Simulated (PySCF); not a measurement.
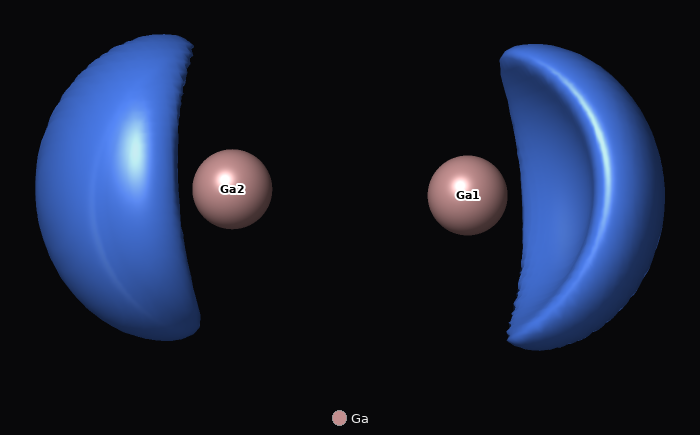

*Ga2 (triplet). Isosurface of the ELF at 0.8 (blue), seen from one side. Only the valence region is drawn (cores and ρ < 0.01 e/Å³ removed).*

Theory: PBE0/cc-pVTZ(-PP), non-relativistic Hamiltonian with scalar-relativistic core potentials where named, at a bond length of 2.709 Å in PySCF.

**Where are the electrons localised?**

The ELF exceeds this value in two lobes on Ga, pointing away from the bonds (non-bonding electrons).

Values along the shortest contacts:
Ga–Ga (2.71 Å): the ELF peaks at about 0.65 between the atoms.
